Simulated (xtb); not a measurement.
## Run report: C3H7Si (charge −1), optimise+frequencies calculation (part 1 of 2)

- system: C3H7Si, charge −1, SMILES C=CC[SiH2-]
- method: GFN1-xTB (xtb 6.7.1)

The run did not end well.

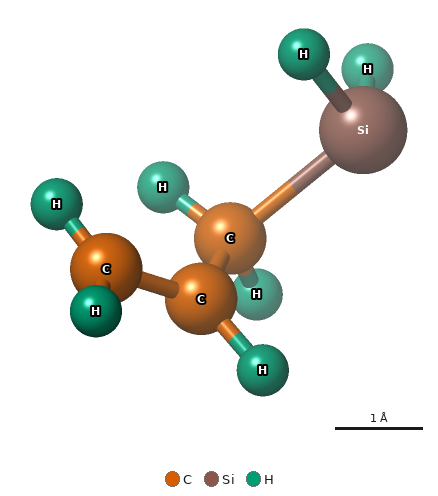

**Figure 1.** The input geometry (ball-and-stick view, seen at a tilt). Bond lengths as drawn: C–C 1.34 to 1.41 Å, C–H 0.99 to 1.17 Å, C–Si 1.99 Å and H–Si 1.44 to 1.55 Å.

The input (mol.xyz)
```
11

C     -0.57756000     1.70206000     0.52522000
C      0.19546000     0.56706000     0.83049000
C     -0.09791000    -0.65658000     0.36928000
Si     1.00981000    -1.22981000    -1.18746000
H     -1.40521000     1.55575000     0.00455000
H     -0.23210000     2.60468000     0.79871000
H      1.18019000     0.69655000     1.38769000
H     -1.10031000    -0.79934000     0.06613000
H      0.01865000    -1.52485000     1.14682000
H      0.54632000    -0.10574000    -2.14071000
H      0.40338000    -2.48246000    -1.55645000
```

Machine: 1 thread of Intel Xeon @ 2.50GHz (Skylake/Cascade Lake), 189 GiB of memory available, shared host.

Launch command:
```bash
xtb mol.xyz --gfn 1 --ohess normal --chrg -1 | tee out.txt
```

Log
```
* xtb version 6.7.1
   ID    Z sym.   atoms
    1    6 C      1-3
    2   14 Si     4
    3    1 H      5-11

           -------------------------------------------------
          |                Calculation Setup                |
           -------------------------------------------------

          program call               : xtb mol.xyz --gfn 1 --ohess normal --chrg -1
          coordinate file            : mol.xyz
          omp threads                :                     1

           -------------------------------------------------
          |                 G F N 1 - x T B                 |
           -------------------------------------------------

      * Hamiltonian:
        H0-scaling (s, p, d)           1.850000    2.250000    2.000000
        zeta-weighting                 0.000000
      * Dispersion:
        s8                             2.400000
        a1                             0.630000
        a2                             5.000000
        s9                             0.000000
      * Repulsion:
        kExp                           1.500000
        rExp                           1.000000
      * Coulomb:
        alpha                          2.000000
        third order                    atomic
        anisotropic                    false
      * Halogen bond correction:
        rad-scale                      1.300000
        damping                        0.440000

          ...................................................
          :                      SETUP                      :
          :.................................................:
          :  # basis functions                  36          :
          :  # atomic orbitals                  35          :
          :  # shells                           23          :
          :  # electrons                        24          :
          :  # halogen bonds                     0          :
          :  max. iterations                   250          :
          :  Hamiltonian                  GFN1-xTB          :
          :  restarted?                      false          :
          :  GBSA solvation                  false          :
          :  PC potential                    false          :
          :  electronic temp.          300.0000000     K    :
          :  accuracy                    1.0000000          :
          :  -> integral cutoff          0.2500000E+02      :
          :  -> integral neglect         0.1000000E-07      :
          :  -> SCF convergence          0.1000000E-05 Eh   :
          :  -> wf. convergence          0.2000000E-04 e    :
          :  Broyden damping             0.4000000          :
          :  net charge                         -1          :
          :  unpaired electrons                  0          :
          ...................................................

 iter      E             dE          RMSdq      gap      omega  full diag
   1    -12.1994377 -0.121994E+02  0.825E+00    3.22       0.0  T
   2    -12.2731364 -0.736987E-01  0.502E+00    3.05       1.0  T
   3    -12.3042160 -0.310796E-01  0.197E+00    3.07       1.0  T
   4    -12.3965199 -0.923039E-01  0.201E+00    3.26       1.0  T
   5    -12.3769389  0.195810E-01  0.188E+00    3.31       1.0  T
   6    -12.2799098  0.970291E-01  0.129E+00    2.81       1.0  T
   7    -12.2820058 -0.209601E-02  0.125E+00    2.85       1.0  T
   8   -140.6679904 -0.128386E+03  0.324E+01    0.91       1.0  T
   9   -126.7870884  0.138809E+02  0.315E+01    0.95       1.0  T
  10   -138.8577571 -0.120707E+02  0.323E+01    0.91       1.0  T
  11   -113.0722473  0.257855E+02  0.304E+01    0.98       1.0  T
  12    -79.4322603  0.336400E+02  0.266E+01    1.06       1.0  T
  13    -40.1095120  0.393227E+02  0.187E+01    0.47       1.0  T
  14   -168.3084900 -0.128199E+03  0.334E+01    0.81       1.0  T
  15   -176.6084854 -0.830000E+01  0.332E+01    0.57       1.0  T
  16   -173.7694006  0.283908E+01  0.333E+01    0.73       1.0  T
  17   -172.5279757  0.124142E+01  0.335E+01    0.79       1.0  T
  18   -175.7174790 -0.318950E+01  0.338E+01    0.75       1.0  T
  19   -177.1839722 -0.146649E+01  0.343E+01    0.73       1.0  T
  20   -176.6896684  0.494304E+00  0.342E+01    0.75       1.0  T
  21   -174.2407445  0.244892E+01  0.340E+01    0.89       1.0  T
  22   -171.8111022  0.242964E+01  0.339E+01    1.02       1.0  T
  23   -169.7005633  0.211054E+01  0.339E+01    1.07       1.0  T
  24   -169.7043445 -0.378118E-02  0.339E+01    1.07       1.0  T
  25   -145.9900026  0.237143E+02  0.328E+01    1.24       1.0  T
  26   -118.7026104  0.272874E+02  0.307E+01    1.21       1.0  T
  27    -89.9492877  0.287533E+02  0.276E+01    1.01       1.0  T
  28    -18.9873457  0.709619E+02  0.932E+00    0.98       1.0  T
  29   -178.0776841 -0.159090E+03  0.342E+01    0.21       1.0  T
  30   -121.6054743  0.564722E+02  0.373E+01    1.05       1.0  T
  31   -175.3675562 -0.537621E+02  0.478E+01    1.91       1.0  T
  32   -176.5840589 -0.121650E+01  0.497E+01    2.07       1.0  T
  33   -174.1964528  0.238761E+01  0.469E+01    1.79       1.0  T
  34   -167.6415599  0.655489E+01  0.442E+01    1.62       1.0  T
  35   -151.4847923  0.161568E+02  0.413E+01    1.66       1.0  T
  36   -154.1493911 -0.266460E+01  0.416E+01    1.62       1.0  T
  37   -149.1468055  0.500259E+01  0.410E+01    1.61       1.0  T
  38    -13.2073268  0.135939E+03  0.123E+01    2.07       1.0  T
  39    -22.5346891 -0.932736E+01  0.124E+01    0.20       1.0  T
  40   -172.9983080 -0.150464E+03  0.333E+01    0.54       1.0  T
  41   -174.6530544 -0.165475E+01  0.343E+01    1.24       1.0  T
  42   -125.0718580  0.495812E+02  0.317E+01    1.17       1.0  T
  43   -104.4967445  0.205751E+02  0.292E+01    1.08       1.0  T
  44   -143.9871629 -0.394904E+02  0.321E+01    1.20       1.0  T
  45   -156.2897021 -0.123025E+02  0.325E+01    1.26       1.0  T
  46   -156.3200677 -0.303656E-01  0.325E+01    1.26       1.0  T
  47   -156.7962485 -0.476181E+00  0.325E+01    1.26       1.0  T
  48   -159.2555193 -0.245927E+01  0.327E+01    1.25       1.0  T
  49   -139.0824684  0.201731E+02  0.324E+01    1.13       1.0  T
  50    -11.1374165  0.127945E+03  0.982E+00    0.55       1.0  T
  51   -147.4845146 -0.136347E+03  0.312E+01    1.13       1.0  T
  52    -13.1367445  0.134348E+03  0.659E+00    2.43       1.0  T
  53   -158.0625956 -0.144926E+03  0.334E+01    1.13       1.0  T
  54    -12.3404914  0.145722E+03  0.444E+00    1.25       1.0  T
  55    -16.9258279 -0.458534E+01  0.777E+00    0.88       1.0  T
  56   -158.4024201 -0.141477E+03  0.333E+01    1.09       1.0  T
  57    -12.0774488  0.146325E+03  0.381E+00    0.24       1.0  T
  58    -12.6513055 -0.573857E+00  0.439E+00    2.67       1.0  T
  59    -12.2848116  0.366494E+00  0.166E+00    3.19       1.0  T
  60    -12.2812341  0.357743E-02  0.302E+00    2.77       1.0  T
  61    -12.2743672  0.686695E-02  0.212E+00    2.51       1.0  T
  62    -12.2770299 -0.266267E-02  0.251E+00    2.68       1.0  T
  63    -12.2856375 -0.860761E-02  0.344E+00    3.02       1.0  T
  64    -12.2776536  0.798383E-02  0.288E+00    3.04       1.0  T
  65    -12.2735035  0.415014E-02  0.266E+00    3.10       1.0  T
  66    -12.2705068  0.299665E-02  0.257E+00    3.13       1.0  T
  67    -12.2699544  0.552484E-03  0.193E+00    3.09       1.0  T
  68    -12.2735912 -0.363682E-02  0.147E+00    3.01       1.0  T
  69    -12.2819226 -0.833137E-02  0.118E+00    3.02       1.0  T
  70    -12.2993157 -0.173932E-01  0.118E+00    3.18       1.0  T
  71    -12.3439019 -0.445861E-01  0.152E+00    3.20       1.0  T
  72    -12.4625839 -0.118682E+00  0.223E+00    2.67       1.0  T
  73    -13.1145515 -0.651968E+00  0.411E+00    1.59       1.0  T
  74    -26.1517039 -0.130372E+02  0.139E+01    0.18       1.0  T
  75    -29.2766283 -0.312492E+01  0.144E+01    0.14       1.0  T
  76    -12.2506065  0.170260E+02  0.220E+00    1.18       1.0  T
  77    -12.3141065 -0.635000E-01  0.150E+00    2.98       1.0  T
  78    -12.9892716 -0.675165E+00  0.383E+00    1.77       1.0  T
  79    -33.9500974 -0.209608E+02  0.171E+01    0.28       1.0  T
  80    -12.2557535  0.216943E+02  0.277E+00    1.48       1.0  T
  81    -12.2796125 -0.238589E-01  0.163E+00    2.32       1.0  T
  82    -12.7909759 -0.511363E+00  0.336E+00    2.00       1.0  T
  83    -14.5195695 -0.172859E+01  0.603E+00    0.97       1.0  T
  84    -40.4589174 -0.259393E+02  0.190E+01    0.50       1.0  T
  85    -12.5979811  0.278609E+02  0.806E+00    2.34       1.0  T
  86    -12.3150715  0.282910E+00  0.143E+00    3.18       1.0  T
  87    -13.5291963 -0.121412E+01  0.478E+00    1.34       1.0  T
  88    -30.0593951 -0.165302E+02  0.157E+01    0.24       1.0  T
  89    -12.3094298  0.177500E+02  0.228E+00    2.35       1.0  T
  90    -12.8668660 -0.557436E+00  0.350E+00    2.00       1.0  T
  91    -15.7654051 -0.289854E+01  0.730E+00    0.55       1.0  T
  92    -15.4223639  0.343041E+00  0.680E+00    0.81       1.0  T
  93    -12.7601269  0.266224E+01  0.335E+00    2.23       1.0  T
  94    -14.5340830 -0.177396E+01  0.605E+00    0.94       1.0  T
  95    -15.8400770 -0.130599E+01  0.723E+00    0.59       1.0  T
  96    -13.5206297  0.231945E+01  0.473E+00    1.49       1.0  T
  97    -25.1888830 -0.116683E+02  0.137E+01    0.19       1.0  T
  98    -12.9532335  0.122356E+02  0.374E+00    2.40       1.0  T
  99    -94.5411632 -0.815879E+02  0.289E+01    1.03       1.0  T
 100    -12.9623331  0.815788E+02  0.936E+00    1.91       1.0  T
 101    -12.7161951  0.246138E+00  0.332E+00    1.87       1.0  T
 102    -23.1054015 -0.103892E+02  0.129E+01    0.14       1.0  T
 103    -14.0853735  0.902003E+01  0.540E+00    1.45       1.0  T
 104    -73.3562593 -0.592709E+02  0.261E+01    1.05       1.0  T
 105    -12.4988473  0.608574E+02  0.711E+00    2.39       1.0  T
 106    -12.3282891  0.170558E+00  0.163E+00    3.02       1.0  T
 107    -12.5131907 -0.184902E+00  0.255E+00    2.23       1.0  T
 108    -12.6550425 -0.141852E+00  0.304E+00    1.91       1.0  T
 109    -13.3016028 -0.646560E+00  0.454E+00    1.30       1.0  T
 110    -16.4943934 -0.319279E+01  0.822E+00    0.31       1.0  T
 111    -12.5493551  0.394504E+01  0.266E+00    2.28       1.0  T
 112    -12.4701708  0.791843E-01  0.231E+00    2.40       1.0  T
 113    -12.7245475 -0.254377E+00  0.323E+00    1.79       1.0  T
 114    -14.0170588 -0.129251E+01  0.568E+00    0.97       1.0  T
 115    -20.9019395 -0.688488E+01  0.117E+01    0.10       1.0  T
 116    -12.3660000  0.853594E+01  0.182E+00    3.07       1.0  T
 117    -12.5486304 -0.182630E+00  0.260E+00    2.22       1.0  T
 118    -13.5634082 -0.101478E+01  0.499E+00    1.15       1.0  T
 119    -17.8886106 -0.432520E+01  0.946E+00    0.14       1.0  T
 120    -12.3050770  0.558353E+01  0.169E+00    3.10       1.0  T
 121    -12.3219825 -0.169055E-01  0.160E+00    3.07       1.0  T
 122    -12.4115116 -0.895291E-01  0.209E+00    2.53       1.0  T
 123    -12.4838597 -0.723481E-01  0.240E+00    2.24       1.0  T
 124    -12.6467597 -0.162900E+00  0.300E+00    1.85       1.0  T
 125    -13.0119250 -0.365165E+00  0.396E+00    1.43       1.0  T
 126    -13.9291951 -0.917270E+00  0.553E+00    1.01       1.0  T
 127    -14.8229939 -0.893799E+00  0.659E+00    0.71       1.0  T
 128    -13.2629703  0.156002E+01  0.440E+00    1.37       1.0  T
 129    -13.3510989 -0.881286E-01  0.459E+00    1.27       1.0  T
 130    -14.1725770 -0.821478E+00  0.582E+00    0.93       1.0  T
 131    -14.3498452 -0.177268E+00  0.601E+00    0.88       1.0  T
```
